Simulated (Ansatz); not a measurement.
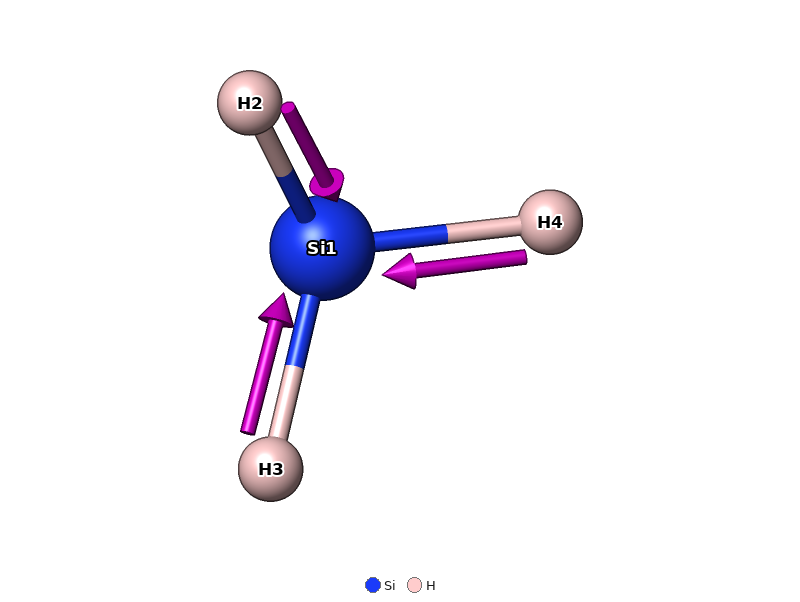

The arrows show one normal mode. State: neutral, doublet. Harmonic vibrations computed with UKS PBE0-D4/def2-TZVP (Ansatz 0.2.0) at a stationary point of the same level.

**What kind of motion is it?**

Mostly in-phase stretching of 3 Si–H bonds.

**At what wavenumber does it lie?**

2204 cm⁻¹; it is mode 4 of 6 counted from the lowest.
